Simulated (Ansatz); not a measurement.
The calculation's input:

```
crystal:
  periodic: [false, false, false]
  atoms:
    - { symbol: Zr, position_ang: [-0.120253, -0.108227, 0.018064] }
    - { symbol: Cl, position_ang: [-0.19738, -0.219095, 2.486917] }
    - { symbol: F, position_ang: [1.650089, -0.0876, -0.632431] }
    - { symbol: Cl, position_ang: [-1.351876, 1.656227, -0.904773] }
    - { symbol: F, position_ang: [-0.913024, -1.686816, -0.641806] }
    - { symbol: H, position_ang: [1.189658, 2.401077, 1.146893] }
    - { symbol: H, position_ang: [0.965385, 1.915234, 1.627636] }
basis:
  gaussian: { orbitals: def2-SVP }
hamiltonian:
  xc: r2scan
  dispersion: d4
relax:
  f_tol: 0.03
  max_steps: 50
output:
  orbitals: {}
```

Run with:

```sh
ansatz run input.yaml --threads 4 --pin off --max-ram 5120MiB --backend cpu --events-out ev --progress --plain --runs-dir out
```

The fields are those of the run's last geometry, not of the input's.

Core potentials replace the inner electrons of Zr.

The calculation used RKS r2SCAN-D4/def2-SVP in Ansatz 0.2.0.

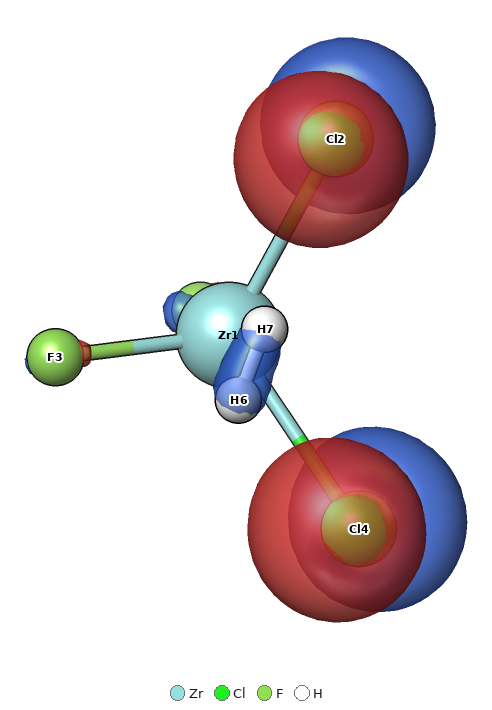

Cl2F2Zr···H2. The HOMO−1 at ±0.15 Å⁻³ᐟ² (blue and red are the two phases), seen at an oblique angle.

Question: Where does this orbital lie, and at what energy?

Answer: By Hirshfeld shares it lies mainly on Cl4 (about 45 %) and Cl2 (about 40 %); largely a combination of lone pairs on Cl4 and Cl2. Its energy is −8.75 eV.
